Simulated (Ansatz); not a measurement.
F$_{4}$H$_{3}$NW···HF

The calculation's input:

```
crystal:
  periodic: [false, false, false]
  atoms:
    - { symbol: W, position_ang: [0.32119, 0.257309, -0.353178] }
    - { symbol: F, position_ang: [0.463083, -0.268218, 2.646842] }
    - { symbol: F, position_ang: [1.895473, -0.648282, 0.064493] }
    - { symbol: F, position_ang: [-0.506484, 1.840495, -0.897988] }
    - { symbol: H, position_ang: [-0.932131, 0.462639, 0.745086] }
    - { symbol: F, position_ang: [-0.421243, -1.440087, -0.182599] }
    - { symbol: F, position_ang: [0.307364, -0.014746, -2.18976] }
    - { symbol: "N", position_ang: [1.362844, 1.646691, 0.686887] }
    - { symbol: H, position_ang: [2.253572, 1.435967, 1.130317] }
    - { symbol: H, position_ang: [1.133639, 2.636224, 0.645167] }
    - { symbol: H, position_ang: [0.544892, 0.646809, 2.537733] }
basis:
  gaussian: { orbitals: def2-SVP }
hamiltonian:
  xc: pbe0
  dispersion: d4
relax:
  f_tol: 0.03
  max_steps: 50
output:
  orbitals: {}
```

Launched as:

```sh
ansatz run input.yaml --threads 4 --pin off --max-ram 5120MiB --backend cpu --events-out ev --progress --plain --runs-dir out
```

The fields are those of the run's last geometry, not of the input's.

Core potentials replace the inner electrons of W.

Theory: RKS PBE0-D4/def2-SVP in Ansatz 0.2.0.

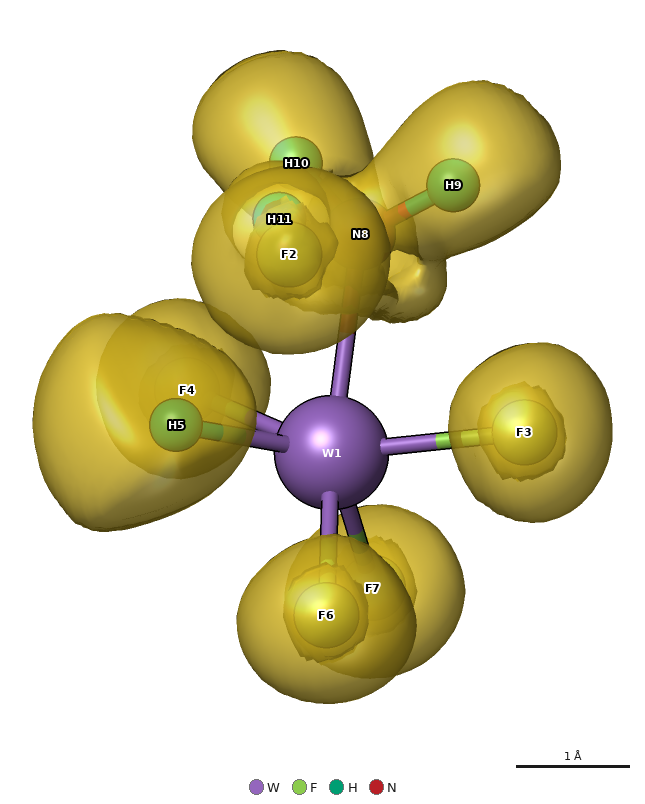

Figure 1. Isosurface of the ELF at 0.75 (yellow), seen at an oblique angle. Only the valence region is drawn (cores and ρ < 0.01 e/Å³ removed).

> Identify the bonds, lone pairs and shells in this picture.

The surface consists of one region around a hydrogen nucleus, four regions wrapped around F (the valence shell of each), one joined region spread over several atoms (F, H), in which their bonds and any lone pairs are merged and one joined region spread over several atoms (H, N), in which their bonds and any lone pairs are merged.


N8···H11 (2.01 Å): the ELF dips to about 0.10 between them (by its geometry a hydrogen bond between the two molecules, with no shared pair). W–F (1.86 Å): the ELF peaks at about 0.85 in the valence shell of F, 0.5 Å from its nucleus, and drops to about 0.20 between the two atoms.

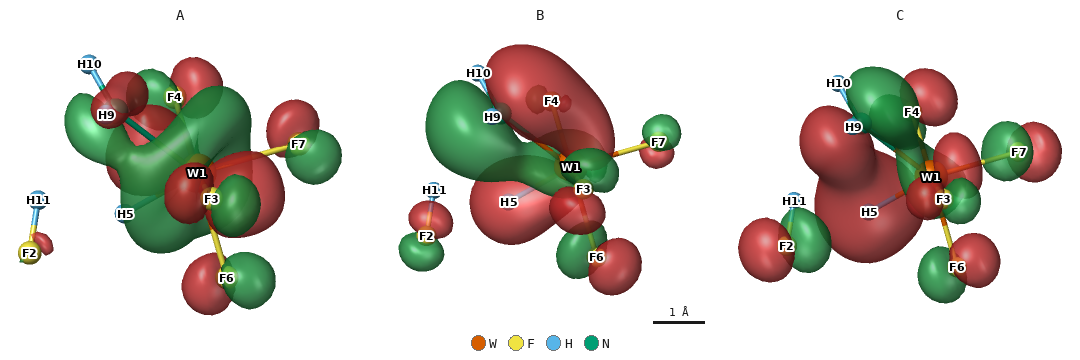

Figure 2. Three frontier orbitals at ±0.1 Å⁻³ᐟ² (green and red are the two phases), in no order.

> Which picture is the HOMO−1, the HOMO and the LUMO?

C is the HOMO−1 (−10.07 eV). It lies mainly on H5 (about 20 %), W1 (about 20 %), N8 (about 15 %), F2 (about 10 %), F4 (about 10 %) and F7 (about 10 %). B is the HOMO (−9.58 eV). By Hirshfeld shares it lies mainly on N8 (about 45 %), W1 (about 20 %), H5 (about 10 %), F6 (about 10 %) and F3 (about 5 %). A is the LUMO (−3.94 eV). Its weight (Hirshfeld) is mainly on W1 (about 65 %), F6 (about 5 %), F4 (about 5 %) and F3 (about 5 %).

> What is the HOMO–LUMO gap?

5.64 eV between the orbital energies.

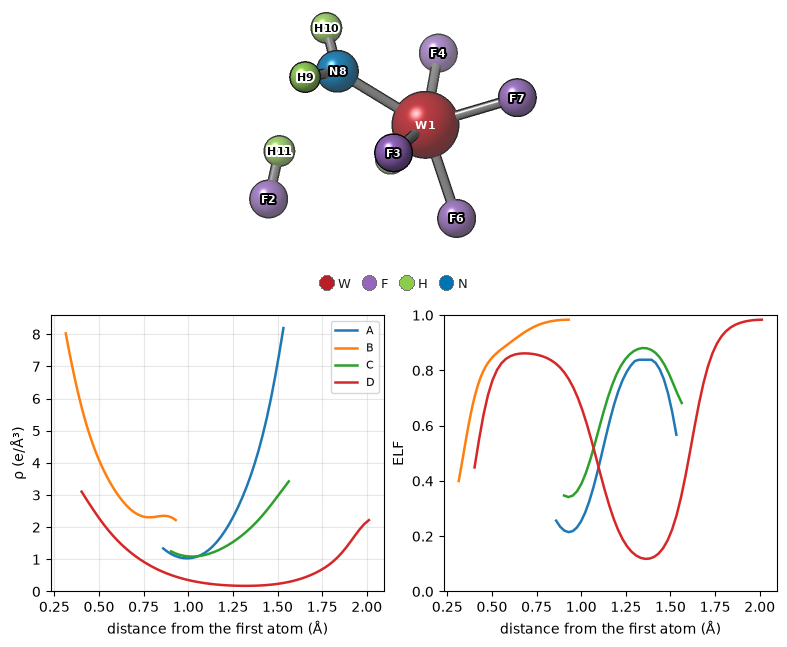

Figure 3. Electron density and ELF along straight lines between neighbouring atoms. The curves leave out the atomic cores. The structure is drawn too.

> Which curve belongs to which contact (F–H, N–H, W–F and W–N)? The first atom named is at distance zero.

Curve A: W–F (1.86 Å): ρ is about 1.1 e/Å³ halfway; the ELF peaks at about 0.85 in the valence shell of F, 0.5 Å from its nucleus, and drops to about 0.20 between the two atoms. Curve B: F–H (0.93 Å): ρ is about 4.6 e/Å³ halfway; the ELF climbs to about 1 towards the hydrogen, as it does in any bond to H (an ordinary covalent bond to hydrogen). Curve C: W–N (1.95 Å): ρ is about 1.1 e/Å³ halfway; the ELF peaks at about 0.90 in the valence shell of N, 0.6 Å from its nucleus, and is about 0.35 at the midpoint. Curve D: N8···H11 (2.01 Å): the density falls to about 0.18 e/Å³ on the way; the ELF dips to about 0.10 between them; a closed-shell contact with the geometry of a hydrogen bond.

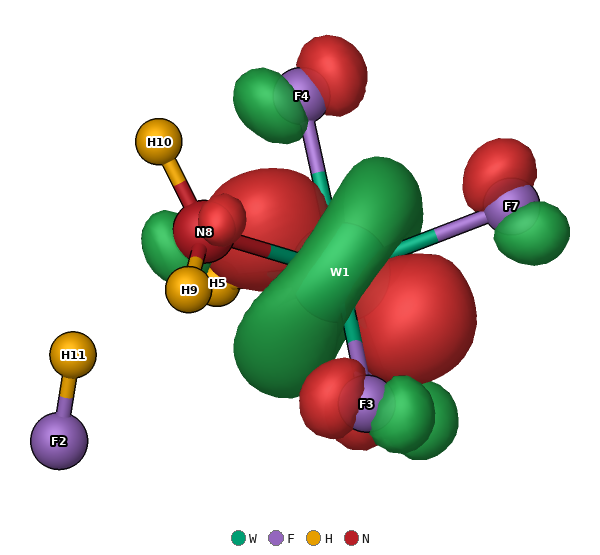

Figure 4. One frontier orbital at ±0.15 Å⁻³ᐟ² (green and red are the two phases), seen at a tilt.

> Which orbital is it: HOMO or LUMO?

The LUMO, at −3.94 eV. Its weight (Hirshfeld) is mainly on W1 (about 65 %), F6 (about 5 %), F4 (about 5 %) and F3 (about 5 %).
